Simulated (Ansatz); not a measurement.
```json
{"atom": "C", "x (Å)": "-0.8070", "y (Å)": "-0.4894", "z (Å)": "0.0466"}
{"atom": "B", "x (Å)": "-0.4105", "y (Å)": "0.8204", "z (Å)": "0.0289"}
{"atom": "Ge", "x (Å)": "0.4979", "y (Å)": "0.1724", "z (Å)": "1.6132"}
{"atom": "H", "x (Å)": "-1.2026", "y (Å)": "-1.4933", "z (Å)": "-0.0704"}
```

Geometry: B3LYP-D3(BJ)/def2-SVP.

Method: isolated molecule in a Gaussian basis; Kohn-Sham density functional theory, functional PBE0 in Ansatz 0.2.0.

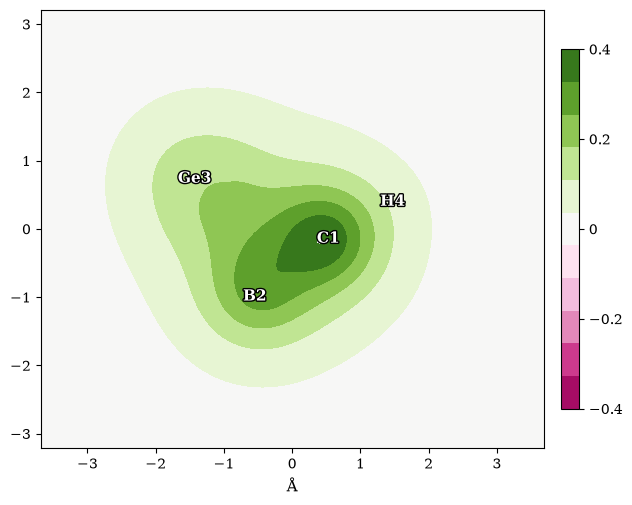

CHBGe (SMILES [B]1=[Ge]=[CH]1). The HOMO−1 on a plane 0.8 Å above the molecular plane (values in Å⁻³ᐟ²; the overall sign is arbitrary).

**Where does this orbital lie, and at what energy?**

Its weight (Hirshfeld) is mainly on C1 (about 45 %), B2 (about 30 %) and Ge3 (about 25 %); it changes sign across the molecular plane (π type); π-bonding across C1–B2, C1–Ge3 and B2–Ge3. Its energy is −7.76 eV.
